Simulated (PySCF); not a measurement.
C4H12O2Si, SMILES `C[Si](C)(OC)OC`.

Computed with PySCF, PBE0/def2-TZVP, geometry: GFN2-xTB. No frequency check shows the geometry to be a minimum. A basis without diffuse functions makes polarisabilities too small.

Coordinates in Å:

```
C1      -0.6798   -1.4770    1.4444
Si2     -0.0006   -0.4536    0.0003
C3       0.6794   -1.4771   -1.4448
O4      -1.1271    0.4622   -0.7605
C5      -1.9880    1.4071   -0.1872
O6       1.1276    0.4616    0.7604
C7       1.9889    1.4062    0.1873
H8       0.0600   -2.1681    1.8315
H9      -1.5383   -2.0583    1.1240
H10     -0.9953   -0.8424    2.2670
H11      1.5377   -2.0588   -1.1244
H12      0.9952   -0.8426   -2.2673
H13     -0.0607   -2.1679   -1.8319
H14     -2.7899    0.9079    0.3618
H15     -1.4523    2.0661    0.5000
H16     -2.4199    1.9995   -0.9950
H17      2.4211    1.9983    0.9951
H18      1.4535    2.0655   -0.4999
H19      2.7906    0.9067   -0.3618
```

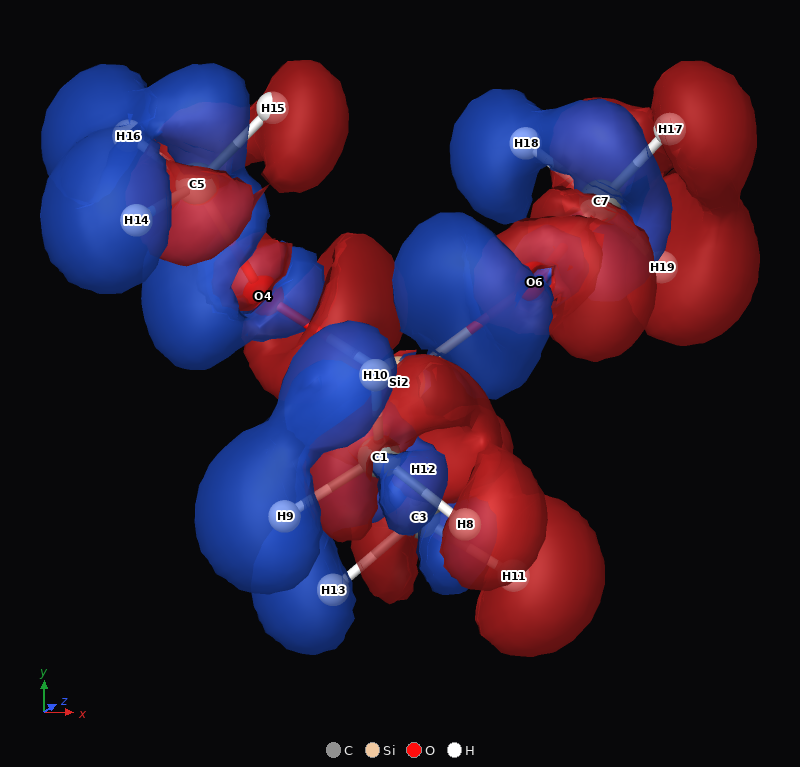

Change of the electron density in a uniform field of 0.21 V/Å, surfaces at ±0.0015 e/Å³ (red: gain, blue: loss).

The field was applied in both directions; the picture shows the one opposite to the script's first.

**Along which Cartesian direction does the field point?**

Along −x: electrons gather on the +x side, against the field.

**How large is the response?**

The induced dipole is 0.81 D (along the field); α along this axis, from the fields in both directions, is 80 bohr³ (11.8 Å³).
